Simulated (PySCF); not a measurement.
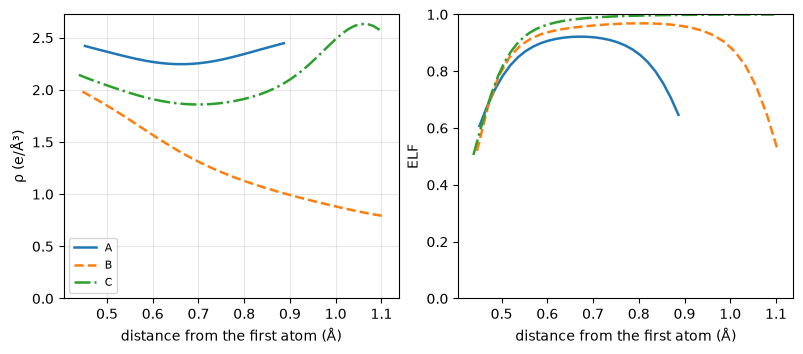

Figure 1: C6H12Si (Si(vinyl)2Me2). Total electron density and electron localisation function along straight lines between neighbouring atoms. The curves leave out the atomic cores.

Geometry: PBE0-D3(BJ)/def2-SVP.

These are results of PySCF, PBE0/pcSseg-1, SCF density, gas phase, non-relativistic, not measurements.

```yaml
atoms:
  - { symbol: Si, position_ang: [-0.4040, -0.0172, -0.2690] }
  - { symbol: C, position_ang: [-0.4215, -0.0804, 1.6097] }
  - { symbol: C, position_ang: [0.5587, -0.5628, 2.3831] }
  - { symbol: H, position_ang: [-1.3314, 0.2749, 2.1152] }
  - { symbol: H, position_ang: [1.4954, -0.9395, 1.9567] }
  - { symbol: H, position_ang: [0.4743, -0.6057, 3.4753] }
  - { symbol: C, position_ang: [1.3606, 0.0165, -0.9183] }
  - { symbol: C, position_ang: [2.3958, 0.6176, -0.3195] }
  - { symbol: H, position_ang: [1.5521, -0.4683, -1.8867] }
  - { symbol: H, position_ang: [2.2882, 1.1237, 0.6469] }
  - { symbol: H, position_ang: [3.3980, 0.6354, -0.7633] }
  - { symbol: C, position_ang: [-1.3130, 1.5341, -0.8287] }
  - { symbol: H, position_ang: [-0.7907, 2.4368, -0.4753] }
  - { symbol: H, position_ang: [-2.3414, 1.5560, -0.4333] }
  - { symbol: H, position_ang: [-1.3703, 1.5845, -1.9273] }
  - { symbol: C, position_ang: [-1.2688, -1.5390, -0.9615] }
  - { symbol: H, position_ang: [-2.3217, -1.5811, -0.6413] }
  - { symbol: H, position_ang: [-0.7726, -2.4588, -0.6148] }
  - { symbol: H, position_ang: [-1.2508, -1.5334, -2.0633] }
```

**Which curve belongs to which contact (C–C, C–H and C–Si)? The first atom named is at distance zero.**

Curve A: C–C (1.34 Å): ρ is about 2.2 e/Å³ halfway; the ELF peaks at about 0.90 between the atoms: a multiple bond. Curve B: C–Si (1.88 Å): ρ is about 0.95 e/Å³ halfway; the ELF peaks at about 0.95 between the atoms (a covalent bond). Curve C: C–H (1.10 Å): ρ is about 2 e/Å³ halfway; the ELF climbs to about 1 towards the hydrogen, as it does in any bond to H: a covalent bond by its length.
